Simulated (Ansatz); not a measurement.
# AlH3Cl− (SMILES [H][Al-]([H])([H])[Cl]): levels of theory compared

Aim: a comparison of 6 runs (HF/STO-3G, B2PLYP/STO-3G, RPA@PBE/STO-3G, MP2/STO-3G, UMP2/STO-3G, CCSDT(Q)/STO-3G) of AlH3Cl−. 

Program for the calculation: Ansatz 0.2.0.

1 further run of the same task is left out (it didn't finish).

### 1 The structure to begin with

AlH3Cl− has 5 atoms, charge -1, and is taken as a singlet. As SMILES, `[H][Al-]([H])([H])[Cl]`. The H4–Al1 distance was set to 3.216 Å, away from the relaxed value. At this shape a bond of the SMILES string is far longer than usual.

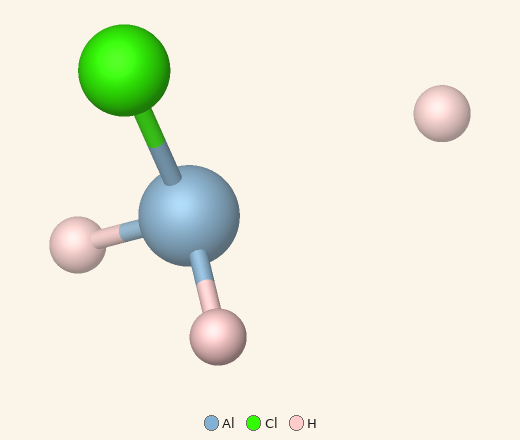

The structure, seen from a chosen angle (aluminium light blue, chlorine green, hydrogen pink).

### 2 A single-point energy at HF/STO-3G (run 1)

Contents of input.yaml:

```yaml
crystal:
  periodic: [false, false, false]
  atoms:
    - {symbol: Al, position_ang: [0.770479, -1.333531, 0.322013]}
    - {symbol: Cl, position_ang: [0.786779, -1.352311, 2.418033]}
    - {symbol: H, position_ang: [2.305029, -1.322271, -0.160767]}
    - {symbol: H, position_ang: [-0.775390, 1.334390, -0.590440]}
    - {symbol: H, position_ang: [0.004819, -2.662081, -0.163937]}
basis:
  gaussian:
    orbitals: STO-3G
total_charge: -1
hamiltonian:
  xc: hf
accuracy: high
```

Launch:

```console
$ ansatz run input.yaml --threads 1 --pin off --max-ram 2610MiB --events-out events.jsonl --progress --plain --runs-dir runs
```

Log:

```text
Warning: RAYON_NUM_THREADS=1 ignored (pool sized by the plan → 1); use --threads N
Functional definition: HF
  name "HF"
  exchange = exact_x
  correlation = 0
361 factors; integrals over basis functions are off by at most 1.3e-8 eV
mean field evaluation 1: about -18911.0625 eV, gradient 1.7e1 eV
mean field evaluation 2: about -18911.0696 eV, gradient 1.7e1 eV
mean field evaluation 4: about -18913.2789 eV, gradient 1.1e0 eV
mean field evaluation 8: about -18913.2849 eV, gradient 2.8e-5 eV
mean field -18913.28493709 eV, -695.0504015530 hartree, gradient 7.2e-8 eV, S^2 0.000000; 0 other end points of the search recorded, 0 dependent functions left out
reference -18913.28493709 eV, -695.0504015530 hartree; 17, 17 occupied and 4, 4 virtual orbitals, 361 factors
Total energy: -18913.28493709 eV, -695.0504015530 hartree
```

Wall time 0.1 s (1 thread of Intel Xeon 6975P-C (Granite Rapids), shared host).

### 3 The energy at B2PLYP/STO-3G (run 2)

Contents of job.yaml:

```yaml
basis:
  gaussian:
    orbitals: STO-3G
crystal:
  periodic: [false, false, false]
  atoms:
    - {symbol: Al, position_ang: [0.770479, -1.333531, 0.322013]}
    - {symbol: Cl, position_ang: [0.786779, -1.352311, 2.418033]}
    - {symbol: H, position_ang: [2.305029, -1.322271, -0.160767]}
    - {symbol: H, position_ang: [-0.775390, 1.334390, -0.590440]}
    - {symbol: H, position_ang: [0.004819, -2.662081, -0.163937]}
total_charge: -1
hamiltonian:
  xc: {name: B2PLYP}
correlation:
  frozen_orbitals: {Al: 5, Cl: 5, H: 0}
accuracy: high
```

Launch:

```console
$ ansatz run job.yaml --threads 1 --pin off --max-ram 2610MiB --events-out events.jsonl --progress --plain --runs-dir runs
```

Log, shortened:

```text
Warning: RAYON_NUM_THREADS=1 ignored (pool sized by the plan → 1); use --threads N
Functional definition: B2PLYP
  name "B2PLYP"
[...]
361 factors; integrals over basis functions are off by at most 1.3e-8 eV
[...]
mean field -18937.15059513 eV, -695.9274483092 hartree, gradient 1.2e-8 eV, S^2 0.000000; 0 other end points of the search recorded, 0 dependent functions left out; unrestricted orbitals would lower it
10 core orbitals not correlated: weight in the atoms' cores, before any rotation towards them, 1.000 or more for the frozen orbitals, at most 0.000 for the correlated occupied ones
reference -18937.15061545 eV, -695.9274490560 hartree; 7, 7 occupied and 4, 4 virtual orbitals, 361 factors
second order -3.09502721 eV of doubles, -0.00000000 eV of singles
Total energy: -18937.98627280 eV, -695.9581588971 hartree
```

It took 1 s on 1 thread of Intel Xeon 6975P-C (Granite Rapids), shared host; peak memory 0.11 GiB.

Runs 3 to 4 aren't shown in full; the table further down has their settings and results.

### 4 The energy at UMP2/STO-3G (run 5)

Contents of in.yaml:

```yaml
basis:
  gaussian: {orbitals: STO-3G}
crystal:
  periodic: [false, false, false]
  atoms:
    - symbol: Al
      position_ang: [0.770479, -1.333531, 0.322013]
    - symbol: Cl
      position_ang: [0.786779, -1.352311, 2.418033]
    - symbol: H
      position_ang: [2.305029, -1.322271, -0.160767]
    - symbol: H
      position_ang: [-0.775390, 1.334390, -0.590440]
    - symbol: H
      position_ang: [0.004819, -2.662081, -0.163937]
magnetization: {spin_polarized: true}
accuracy: high
total_charge: -1
correlation: {method: mp2, frozen_orbitals: {Al: 5, Cl: 5, H: 0}}
```

Launch:

```console
$ ansatz run in.yaml --threads 1 --pin off --max-ram 2610MiB --events-out events.jsonl --progress --plain --runs-dir runs
```

Log, shortened:

```text
Warning: RAYON_NUM_THREADS=1 ignored (pool sized by the plan → 1); use --threads N
[... 2 set-up lines as earlier in the session ...]
[...]
361 factors; integrals over basis functions are off by at most 1.3e-8 eV
[...]
mean field -18914.86328381 eV, -695.1084047251 hartree, gradient 1.7e-8 eV, S^2 0.912171; 5 other end points of the search recorded, 0 dependent functions left out
10 core orbitals not correlated: weight in the atoms' cores, before any rotation towards them, 1.000 or more for the frozen orbitals, at most 0.000 for the correlated occupied ones
reference -18914.86328381 eV, -695.1084047251 hartree; 7, 7 occupied and 4, 4 virtual orbitals, 361 factors
second order -0.70864093 eV of doubles, -0.00000000 eV of singles
Total energy: -18915.57192474 eV, -695.1344467991 hartree
```

Wall time 0.18 s (1 thread of Intel Xeon 6975P-C (Granite Rapids), shared host).

### 5 A single-point energy at CCSDT(Q)/STO-3G (run 6)

Contents of in.yaml:

```yaml
basis:
  gaussian: {orbitals: STO-3G}
crystal:
  periodic: [false, false, false]
  atoms:
    - {symbol: Al, position_ang: [0.770479, -1.333531, 0.322013]}
    - {symbol: Cl, position_ang: [0.786779, -1.352311, 2.418033]}
    - {symbol: H, position_ang: [2.305029, -1.322271, -0.160767]}
    - {symbol: H, position_ang: [-0.775390, 1.334390, -0.590440]}
    - {symbol: H, position_ang: [0.004819, -2.662081, -0.163937]}
total_charge: -1
correlation: {method: ccsdt_q, frozen_orbitals: {Al: 5, Cl: 5, H: 0}}
accuracy: high
scf: {omitted_lower_state_checks: [cluster_reference, increment]}
```

Launch:

```console
$ ansatz run in.yaml --threads 1 --pin off --max-ram 2610MiB --events-out events.jsonl --progress --plain --runs-dir runs
```

Log:

```text
Warning: RAYON_NUM_THREADS=1 ignored (pool sized by the plan → 1); use --threads N
[... 11 lines left out ...]
10 core orbitals not correlated: weight in the atoms' cores, before any rotation towards them, 0.999 or more for the frozen orbitals, at most 0.000 for the correlated occupied ones
[... 31 lines left out ...]
WARN: these amplitudes may be one of several solutions (largest doubles amplitude 0.61, level shift 2.60 eV)
Total energy: -18916.13112257 eV, -695.1549969402 hartree
Checks for a lower state left out: cluster_reference, increment
```

It took 0.26 s on 1 thread of Intel Xeon 6975P-C (Granite Rapids), shared host.

### 6 The series

| run | level | frozen core orbitals | energy (Eh) | wall time |
| --- | --- | --- | --- | --- |
| 1 | HF/STO-3G | – | -695.050402 | 0.1 s |
| 2 | B2PLYP/STO-3G | 10 | -695.958159 | 1 s |
| 3 | RPA@PBE/STO-3G | 10 | -695.201660 | 0.94 s |
| 4 | MP2/STO-3G | 10 | -695.112275 | 0.14 s |
| 5 | UMP2/STO-3G | 10 | -695.134447 | 0.18 s |
| 6 | CCSDT(Q)/STO-3G | 10 | -695.154997 | 0.26 s |

### 7 What came out

| quantity | value |
| --- | --- |
| run 6: total energy | -695.15500 Eh |
| run 6: correlation energy (10 core orbitals frozen) | -104.6 mEh |
| run 6: T1 diagnostic | 0.100 |

Below the HF energy at the same shape and in the same basis (STO-3G): MP2 -61.9 mEh; UMP2 -84.0 mEh; CCSDT(Q) -104.6 mEh. Some of these start from another determinant than that one, so these aren't their correlation energies. In runs 2, 3, 4, 6 the log says that unrestricted orbitals would lower the reference, so the values rest on an unstable closed-shell determinant (other closed-shell runs at this shape may share the fault). In runs 1, 2, 3, 4, 5, 6 the basis is minimal, so the values are rough. Spin contamination of the reference: run 5 ⟨S²⟩ = 0.91. Where it is this large, the reference is a mixture of spin states, and values that rest on it are in doubt. All runs together took 2.6 s, the longest 1 s.
